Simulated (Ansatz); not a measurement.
# Single-point calculation, with input and output: C3HF5O

C3HF5O, SMILES O=C(C(F)F)C(F)(F)F, computed with RKS SPW92/def2-SVP (Ansatz 0.2.0).

The geometry comes from this level: PBE0-D4/def2-TZVP. Figures and captions count atoms from 1; the log counts them from 0 in places.

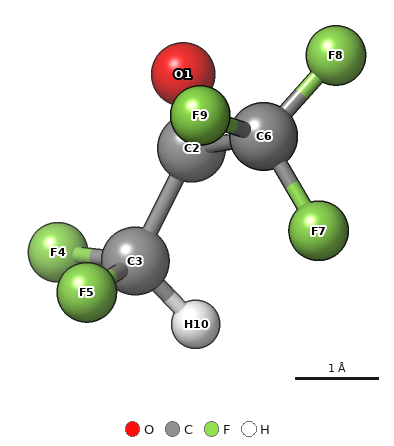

The input geometry (ball-and-stick view, seen at a tilt; atoms are numbered from 1 in the order of the input). Bond lengths as drawn: C–C 1.54 to 1.55 Å, C–F 1.32 to 1.35 Å, C–H 1.10 Å and C–O 1.19 Å.

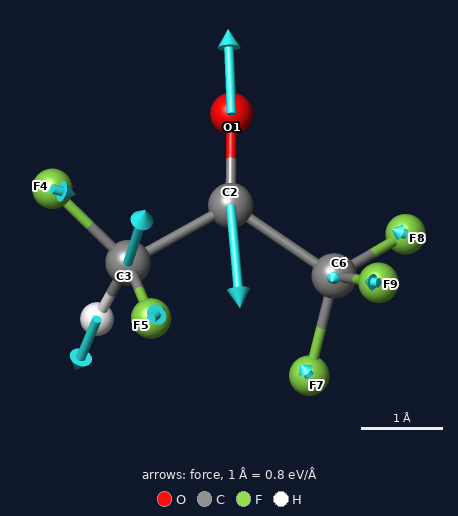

Forces on the atoms as teal arrows (ball-and-stick view, seen at an oblique angle; atoms are numbered from 1 in the order of the input). The largest act on C2 (1.05 eV/Å); C3 (0.99 eV/Å); O1 (0.88 eV/Å); H10 (0.80 eV/Å). The geometry is not a stationary point of this energy.

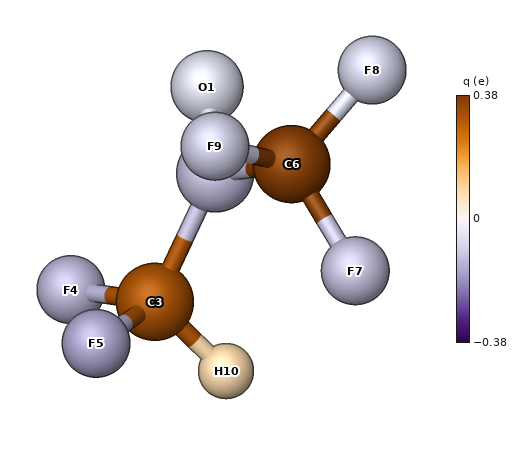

Mulliken charges, as the colour of each atom (ball-and-stick view, seen at a tilt; atoms are numbered from 1 in the order of the input; Mulliken charges depend strongly on the basis). By element: O −0.07, C −0.12 to +0.36, F −0.15 to −0.08 and H +0.08 e.

The input that produced these results follows, with the program's output.

The input:
```yaml
crystal:
  periodic: [false, false, false]
  atoms:
    - {symbol: O, position_ang: [0.370167, -1.695226, -0.699959]}
    - {symbol: C, position_ang: [0.141679, -0.613336, -0.265423]}
    - {symbol: C, position_ang: [0.466728, 0.679221, -1.030808]}
    - {symbol: F, position_ang: [1.305201, 0.401416, -2.033285]}
    - {symbol: F, position_ang: [1.056675, 1.558154, -0.190642]}
    - {symbol: C, position_ang: [-0.548647, -0.428873, 1.109913]}
    - {symbol: F, position_ang: [-1.433964, 0.571723, 1.040736]}
    - {symbol: F, position_ang: [-1.183032, -1.530235, 1.466075]}
    - {symbol: F, position_ang: [0.352069, -0.131634, 2.042013]}
    - {symbol: H, position_ang: [-0.443677, 1.137591, -1.435624]}
basis:
  gaussian: {orbitals: def2-SVP}
hamiltonian: {xc: {name: SPW92}}
output: {forces: true}
```

Run as:
```bash
ansatz run in.yaml --threads 4 --pin off --events-out ev --progress --plain --max-ram 11315MiB
```

The program's output:
```
Functional definition: SPW92
  name "SPW92"
  cite "Dirac, Proc. Camb. Phil. Soc. 26, 376 (1930) doi:10.1017/S0305004100016108"
  cite "Slater, Phys. Rev. 81, 385 (1951) doi:10.1103/PhysRev.81.385"
  cite "Perdew & Wang, Phys. Rev. B 45, 13244 (1992) doi:10.1103/PhysRevB.45.13244"
  exchange = slater_x
  correlation = pw_c
1415 factors; their error is unknown
mean field evaluation 1: about -18611.1375 eV, gradient 5.2e1 eV
mean field evaluation 2: about -18595.4619 eV, gradient 1.1e2 eV
mean field evaluation 4: about -18615.4925 eV, gradient 6.4e0 eV
mean field evaluation 8: about -18615.5596 eV, gradient 1.9e-1 eV
mean field evaluation 16: about -18615.4607 eV, gradient 8.7e-4 eV
mean field -18615.46074024 eV, -684.1055641912 hartree, gradient 2.0e-5 eV, S^2 0.000000; 0 other end points of the search recorded, 0 dependent functions left out
the calculation of the forces begins
reference -18615.46075694 eV, -684.1055648049 hartree; 36, 36 occupied and 95, 95 virtual orbitals, 1415 factors
Total energy: -18615.46075694 eV, -684.1055648049 hartree
Atom 0 at     0.370167    -1.695226    -0.699959 Å, force     0.200598    -0.778387    -0.352457 eV/Å
Atom 1 at     0.141679    -0.613336    -0.265423 Å, force    -0.296014     0.900290     0.453612 eV/Å
Atom 2 at     0.466728     0.679221    -1.030808 Å, force     0.924470    -0.198632     0.289273 eV/Å
Atom 3 at     1.305201     0.401416    -2.033285 Å, force    -0.178669    -0.092908     0.183211 eV/Å
Atom 4 at     1.056675     1.558154    -0.190642 Å, force    -0.180749    -0.223643     0.015086 eV/Å
Atom 5 at    -0.548647    -0.428873     1.109913 Å, force     0.050909     0.094846     0.028032 eV/Å
Atom 6 at    -1.433964     0.571723     1.040736 Å, force     0.125399    -0.037392    -0.090248 eV/Å
Atom 7 at    -1.183032    -1.530235     1.466075 Å, force     0.102614     0.038977    -0.115294 eV/Å
Atom 8 at     0.352069    -0.131634     2.042013 Å, force    -0.048339     0.007294    -0.163134 eV/Å
Atom 9 at    -0.443677     1.137591    -1.435624 Å, force    -0.700217     0.289557    -0.248080 eV/Å
Dipole moment:    -0.236568     0.205470    -0.084947 e Å
```

Results in brief:

| quantity | value |
| --- | --- |
| outcome | converged |
| total energy | −18615.4608 eV |
| SCF solution under orbital rotations | stable |
| largest force (length of the vector) | 1.051 eV/Å |
| dipole moment | 1.56 D |
| hardware | 4 threads of Arm Neoverse V1, 23 GiB of memory available, shared host |
| wall time | 0.95 s (CPU time 3.2 s) |
| peak memory | 0.17 GiB |
